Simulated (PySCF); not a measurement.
# One shape, several levels: SnSiH2ClOF (SMILES F[SiH]1[O][SnH]1[Cl])

Aim: a comparison of 3 runs (HF/def2-TZVP, BLYP/STO-3G, B3LYP/def2-TZVP) of SnSiH2ClOF. The job is set up through a Python script.

Program for the calculation: PySCF 2.14.0.

## Step 1: The molecule

The species is SnSiH2ClOF (7 atoms), meant as a singlet with charge 0. SMILES: `F[SiH]1[O][SnH]1[Cl]`. The coordinates come from a PBE0-D4/def2-TZVP relaxation.

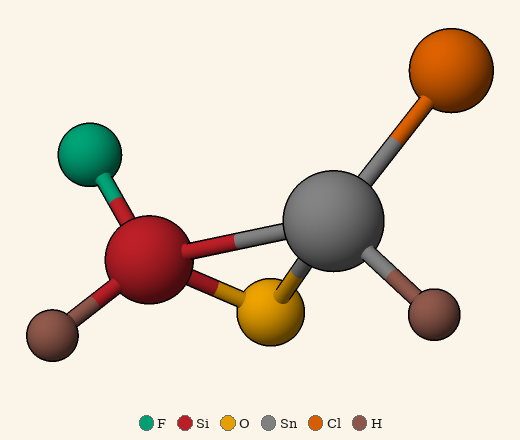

The structure, seen from a chosen angle (fluorine teal, silicon red, oxygen amber, tin grey, chlorine orange, hydrogen brown).

## Step 2: Energy and forces at HF/def2-TZVP (core potential) (run 1)

calc.py

```python
from pyscf import gto

system = gto.Mole()
system.atom = '''
F   -2.081500  -0.027200   1.194500
Si  -0.503600  -0.100700   1.169200
O    0.222800  -1.203900   0.290000
Sn   0.682600   0.536100  -0.920800
Cl  -0.507800   0.187000  -2.896900
H   -0.051600   0.240600   2.532200
H    2.300600   0.300100  -1.413900
'''
system.verbose = 3
system.charge = 0
system.basis = 'def2-tzvp'
system.ecp = {'Sn': 'def2-svp'}
system.max_memory = 1860
system.build()

mf = system.RHF()
mf.conv_tol = 1e-10
mf.kernel()
if not mf.converged:
    mf = mf.newton().run(mf.mo_coeff, mf.mo_occ)

e_final = mf.e_tot
print(f'total energy: {e_final:.8f} hartree')
grad = mf.nuc_grad_method().kernel()
dip = mf.dip_moment()
pop, q = mf.mulliken_pop()
```

Command:

```bash
$ OMP_NUM_THREADS=1 python calc.py
```

The program printed:

```text
converged SCF energy = -1137.47999531169
total energy: -1137.47999531 hartree
[... 10 lines left out ...]
Dipole moment(X, Y, Z, Debye):  2.08437,  2.66546,  2.45693
[... 167 lines left out ...]
pop of  4 Cl 6px          0.55334
pop of  4 Cl 6py          0.58532
pop of  4 Cl 6pz          0.49578
pop of  4 Cl 3dxy         0.00023
pop of  4 Cl 3dyz         0.00059
pop of  4 Cl 3dz^2        0.00141
pop of  4 Cl 3dxz         0.00190
pop of  4 Cl 3dx2-y2      0.00028
pop of  4 Cl 4dxy         0.00150
pop of  4 Cl 4dyz         0.00364
pop of  4 Cl 4dz^2        0.00740
pop of  4 Cl 4dxz         0.00910
pop of  4 Cl 4dx2-y2      0.00149
pop of  4 Cl 4f-3         0.00003
pop of  4 Cl 4f-2         0.00020
pop of  4 Cl 4f-1         0.00018
pop of  4 Cl 4f+0         0.00029
pop of  4 Cl 4f+1         0.00060
pop of  4 Cl 4f+2         0.00024
pop of  4 Cl 4f+3         0.00003
pop of  5 H 1s            0.23891
pop of  5 H 2s            0.54590
pop of  5 H 3s            0.22314
pop of  5 H 2px           0.00128
pop of  5 H 2py           0.00074
pop of  5 H 2pz           0.00812
pop of  6 H 1s            0.21532
pop of  6 H 2s            0.56407
pop of  6 H 3s            0.24786
pop of  6 H 2px           0.00725
pop of  6 H 2py           0.00069
pop of  6 H 2pz           0.00115
 ** Mulliken atomic charges  **
charge of    0F =     -0.37246
charge of    1Si =      0.81574
charge of    2O =     -0.68734
charge of    3Sn =      0.74877
charge of    4Cl =     -0.45027
charge of    5H =     -0.01809
charge of    6H =     -0.03634
```

Run time: 4 min. Hardware: 1 thread of Intel Xeon at 2.50GHz (Skylake/Cascade Lake), shared host; peak memory 1.6 GiB.

## Step 3: Energy and gradient at BLYP/STO-3G (run 2)

calc.py

```python
import pyscf.grad
from pyscf import gto, dft

system = gto.M(
    atom=[
    ('F', (-2.081500, -0.027200, 1.194500)),
    ('Si', (-0.503600, -0.100700, 1.169200)),
    ('O', (0.222800, -1.203900, 0.290000)),
    ('Sn', (0.682600, 0.536100, -0.920800)),
    ('Cl', (-0.507800, 0.187000, -2.896900)),
    ('H', (-0.051600, 0.240600, 2.532200)),
    ('H', (2.300600, 0.300100, -1.413900)),
],
    verbose=4,
    max_memory=1860,
    basis='sto-3g',
    charge=0,
)

mf = dft.RKS(system, xc='blyp')
mf.grids.level = 5
mf.conv_tol = 1e-10
mf.kernel()
if not mf.converged:
    mf = mf.newton().run(mf.mo_coeff, mf.mo_occ)

energy = mf.e_tot
print(f'total energy: {energy:.8f} hartree')
grad = mf.Gradients().kernel()
dip = mf.dip_moment()
pop, q = mf.mulliken_pop()
```

Command:

```bash
$ OMP_NUM_THREADS=1 python calc.py
```

The program printed:

```text
PySCF version 2.14.0

[... 81 lines left out ...]
converged SCF energy = -6880.20832185229
total energy: -6880.20832185 hartree
[... 14 lines left out ...]
Dipole moment(X, Y, Z, Debye):  0.65750,  0.84775,  4.06836
[... 26 lines left out ...]
pop of  3 Sn 2py          2.00006
pop of  3 Sn 2pz          2.00008
pop of  3 Sn 3px          1.99774
pop of  3 Sn 3py          1.99803
pop of  3 Sn 3pz          1.99748
pop of  3 Sn 4px          1.99025
pop of  3 Sn 4py          1.98983
pop of  3 Sn 4pz          1.98829
pop of  3 Sn 5px          0.75635
pop of  3 Sn 5py          0.82832
pop of  3 Sn 5pz          0.63251
pop of  3 Sn 3dxy         1.99990
pop of  3 Sn 3dyz         1.99983
pop of  3 Sn 3dz^2        1.99953
pop of  3 Sn 3dxz         1.99924
pop of  3 Sn 3dx2-y2      1.99918
pop of  3 Sn 4dxy         1.99722
pop of  3 Sn 4dyz         1.99534
pop of  3 Sn 4dz^2        1.98660
pop of  3 Sn 4dxz         1.97846
pop of  3 Sn 4dx2-y2      1.97656
pop of  4 Cl 1s           1.99998
pop of  4 Cl 2s           1.99897
pop of  4 Cl 3s           1.99728
pop of  4 Cl 2px          1.99697
pop of  4 Cl 2py          1.99878
pop of  4 Cl 2pz          1.99232
pop of  4 Cl 3px          1.85510
pop of  4 Cl 3py          1.93327
pop of  4 Cl 3pz          1.61846
pop of  5 H 1s            1.12536
pop of  6 H 1s            1.12436
 ** Mulliken atomic charges  **
charge of    0F =     -0.18309
charge of    1Si =      0.71915
charge of    2O =     -0.40372
charge of    3Sn =      0.50850
charge of    4Cl =     -0.39113
charge of    5H =     -0.12536
charge of    6H =     -0.12436
```

Wall time 49 s (1 thread of Intel Xeon at 2.50GHz (Skylake/Cascade Lake), shared host); peak memory 0.58 GiB.

## Step 4: Energy and forces at B3LYP/def2-TZVP (core potential) (run 3)

calc.py

```python
import pyscf.grad
from pyscf import gto, dft

system = gto.M(
    atom='''
F       -2.081500      -0.027200       1.194500
Si      -0.503600      -0.100700       1.169200
O        0.222800      -1.203900       0.290000
Sn       0.682600       0.536100      -0.920800
Cl      -0.507800       0.187000      -2.896900
H       -0.051600       0.240600       2.532200
H        2.300600       0.300100      -1.413900
''',
    max_memory=1860,
    basis='def2-tzvp',
    ecp={'Sn': 'def2-svp'},
    verbose=4,
    charge=0,
)

ks = dft.RKS(system, xc='b3lyp')
ks.conv_tol = 1e-10
ks.grids.level = 5
ks.kernel()
if not ks.converged:
    ks = ks.newton().run(ks.mo_coeff, ks.mo_occ)

etot = ks.e_tot
print('Final energy', etot)
grad = ks.Gradients().kernel()
dip = ks.dip_moment()
pop, q = ks.mulliken_pop()
```

Command:

```bash
$ OMP_NUM_THREADS=1 python calc.py
```

The program printed:

```text
PySCF version 2.14.0

[... 83 lines left out ...]
converged SCF energy = -1140.60657746076
Final energy -1140.6065774607628
[... 14 lines left out ...]
Dipole moment(X, Y, Z, Debye):  1.71969,  2.19304,  2.46432
[... 167 lines left out ...]
pop of  4 Cl 6px          0.54722
pop of  4 Cl 6py          0.57624
pop of  4 Cl 6pz          0.48499
pop of  4 Cl 3dxy         0.00024
pop of  4 Cl 3dyz         0.00067
pop of  4 Cl 3dz^2        0.00142
pop of  4 Cl 3dxz         0.00175
pop of  4 Cl 3dx2-y2      0.00031
pop of  4 Cl 4dxy         0.00145
pop of  4 Cl 4dyz         0.00396
pop of  4 Cl 4dz^2        0.00706
pop of  4 Cl 4dxz         0.00783
pop of  4 Cl 4dx2-y2      0.00166
pop of  4 Cl 4f-3         0.00003
pop of  4 Cl 4f-2         0.00021
pop of  4 Cl 4f-1         0.00019
pop of  4 Cl 4f+0         0.00031
pop of  4 Cl 4f+1         0.00058
pop of  4 Cl 4f+2         0.00025
pop of  4 Cl 4f+3         0.00003
pop of  5 H 1s            0.25143
pop of  5 H 2s            0.52054
pop of  5 H 3s            0.24371
pop of  5 H 2px           0.00143
pop of  5 H 2py           0.00087
pop of  5 H 2pz           0.00690
pop of  6 H 1s            0.22986
pop of  6 H 2s            0.53734
pop of  6 H 3s            0.27494
pop of  6 H 2px           0.00630
pop of  6 H 2py           0.00086
pop of  6 H 2pz           0.00123
 ** Mulliken atomic charges  **
charge of    0F =     -0.27513
charge of    1Si =      0.58726
charge of    2O =     -0.51380
charge of    3Sn =      0.64946
charge of    4Cl =     -0.37237
charge of    5H =     -0.02487
charge of    6H =     -0.05053
```

Run time: 5.9 min. Hardware: 1 thread of Intel Xeon at 2.50GHz (Skylake/Cascade Lake), shared host; peak memory 3.1 GiB.

## Step 5: All runs side by side

```tsv
run	level	core potential	integration grid	energy (Eh)	dipole moment (D)	HOMO energy (eV)	LUMO energy (eV)	wall time
1	HF/def2-TZVP (core potential)	def2-svp	–	-1137.479995	4.18	-9.74	0.61	4 min
2	BLYP/STO-3G	–	5	-6880.208322	4.21	-2.41	1.12	49 s
3	B3LYP/def2-TZVP (core potential)	def2-svp	5	-1140.606577	3.72	-7.19	-2.60	5.9 min
```

## Step 6: Outcome

```
                       quantity           value
            run 3: total energy  -1140.60658 Eh
           run 3: dipole moment          3.72 D
             run 3: HOMO energy        -7.19 eV
             run 3: LUMO energy        -2.60 eV
           run 3: HOMO–LUMO gap         4.59 eV
run 3: largest force on an atom      0.406 eV/Å
```

What this shows: The dipole moment (its size) runs from 3.72 D (B3LYP/def2-TZVP) to 4.21 D (BLYP/STO-3G). The two ends differ in method and basis and core potential. The HOMO–LUMO gap runs from 3.52 eV (BLYP/STO-3G) to 10.35 eV (HF/def2-TZVP). Totals of different functionals can't be ranked against each other. Some runs of one species differ in core potentials or relativity; totals across that change don't compare. In run 2 the basis is minimal, so the values are rough. In run 2 relativity is left out where basis or elements ask for it. All runs together took 11 min, the longest 5.9 min.
